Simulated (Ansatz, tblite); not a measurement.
# The cluster Ge₄H₆: rung by rung

How do method and basis change the picture of the cluster Ge₄H₆ (singlet)?

Program: Ansatz 0.2.0, Gaussian basis. Level of theory: as each input shows. These are calculated values, not measurements.

Plan: GFN1-xTB, GFN2-xTB, PBE-D4/def2-TZVP, r2SCAN-D4/def2-TZVP, CAM-B3LYP-D4/def2-TZVP, LC-ωPBE/def2-TZVP, B3LYP-D4/def2-TZVP, PBE-D4/def2-SVP, PBE0-D4/def2-SVP, HF/STO-3G, HF/6-31G, B3LYP-D4/6-31G, PBE0-D4/def2-TZVPD, PBE-D4/def2-TZVPD, CAM-B3LYP-D4/def2-TZVPD, CCSD(T)/def2-SVP, MP2/def2-TZVP, RPA/def2-TZVP.

2 further runs of the same task are left out: 2 set aside as unsound or not needed.

## Step 1: The relaxed structure

The geometry is that of the singlet, from an earlier relaxation (PBE-D4/def2-SVP). At that level it is the lowest of the isomers that a small search found.

10 atoms, charge 0, spin multiplicity 1.

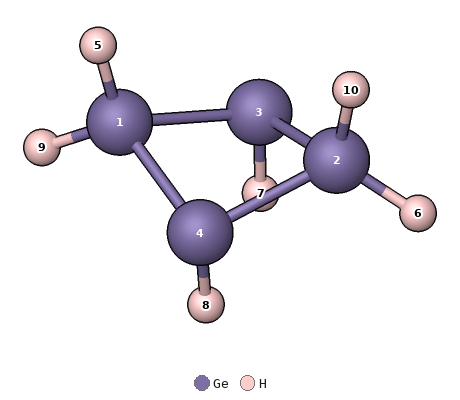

The geometry (germanium purple, hydrogen pink); atoms are numbered from 1 in the order of the file.

PBE0-D4/def2-TZVP was run before; its log isn't repeated, and its numbers join the tables.

## Step 2: GFN1-xTB

Tight binding, by tblite at 300 K electronic temperature and without a spin-polarisation term:

```python
tblite.interface.Calculator('GFN1-xTB', numbers, positions, charge=0, uhf=0).singlepoint()
```

Energy -269.3027 eV, HOMO -10.94 eV, LUMO -9.18 eV; 0.01 s.

## Step 3: GFN2-xTB

Tight binding, by tblite at 300 K electronic temperature and without a spin-polarisation term:

```python
tblite.interface.Calculator('GFN2-xTB', numbers, positions, charge=0, uhf=0).singlepoint()
```

Energy -293.1495 eV, HOMO -9.67 eV, LUMO -7.49 eV; 0.009 s.

## Step 4: PBE-D4/def2-TZVP

start.molden holds the orbitals of an earlier run on this state, given as this run's starting guess.

Input file in.yaml:

```yaml
crystal:
  periodic: [false, false, false]
  atoms:
    - {symbol: Ge, position_ang: [-0.992544, -1.055306, -1.161547]}
    - {symbol: Ge, position_ang: [0.392566, 0.709260, 1.670615]}
    - {symbol: Ge, position_ang: [-0.784106, 1.279620, -0.413791]}
    - {symbol: Ge, position_ang: [1.081310, -1.108254, 0.161717]}
    - {symbol: H, position_ang: [-2.169478, -1.814044, -0.494891]}
    - {symbol: H, position_ang: [1.464146, 1.681551, 2.231171]}
    - {symbol: H, position_ang: [0.385246, 1.827833, -1.327312]}
    - {symbol: H, position_ang: [2.114676, -0.385941, -0.793720]}
    - {symbol: H, position_ang: [-0.936749, -1.377357, -2.678455]}
    - {symbol: H, position_ang: [-0.555066, 0.242647, 2.806202]}
basis:
  gaussian: {orbitals: def2-TZVP, initial_orbitals: start.molden}
hamiltonian: {xc: pbe, dispersion: d4}
scf: {omitted_lower_state_checks: [starts]}
output: {orbitals: {seedname: orbitals}}
```

Launch:

```
> ansatz run in.yaml --threads 4 --pin off --events-out ev --progress --plain --max-ram 8704MiB
```

Further steps of the session: r2SCAN-D4/def2-TZVP; CAM-B3LYP-D4/def2-TZVP; LC-ωPBE/def2-TZVP; B3LYP-D4/def2-TZVP; PBE-D4/def2-SVP; PBE0-D4/def2-SVP; HF/STO-3G; HF/6-31G; B3LYP-D4/6-31G; PBE0-D4/def2-TZVPD; PBE-D4/def2-TZVPD; CAM-B3LYP-D4/def2-TZVPD; CCSD(T)/def2-SVP; MP2/def2-TZVP; RPA/def2-TZVP.

**Question.** What will the summary of the whole plan be? Wanted: gap in def2-TZVP, named functionals, smallest and largest; correlation energy, CCSD(T)/def2-SVP; correlation energy, MP2/def2-TZVP; binding an atom, CCSD(T)/def2-SVP; PBE0 total energy, smallest basis above largest.

As calculated:

| quantity | value |
| --- | --- |
| gap in def2-TZVP, named functionals, smallest and largest | 2.65 eV (PBE-D4), 7.62 eV (LC-ωPBE) |
| correlation energy, CCSD(T)/def2-SVP | -26.47 eV |
| correlation energy, MP2/def2-TZVP | -27.52 eV |
| binding an atom, CCSD(T)/def2-SVP | 2.470 eV |
| PBE0 total energy, smallest basis above largest | 28.52 eV (def2-SVP, def2-TZVPD) |

Orbital gaps of the named functionals in def2-TZVP span 2.65 eV (PBE-D4) to 7.62 eV (LC-ωPBE); exact exchange widens it. A small miss in a minimal or small basis is a cancelling of errors, not accuracy. The functionals in def2-TZVP miss CCSD(T)/def2-SVP by +0.092 (LC-ωPBE) to +0.226 eV (r2SCAN-D4) an atom. The yardstick is in a double-zeta basis, so levels in larger sets aren't compared like for like. The reference is CCSD(T) in one finite basis, so it carries an error of its own, often a tenth of an eV or more, and near misses can't be ranked.
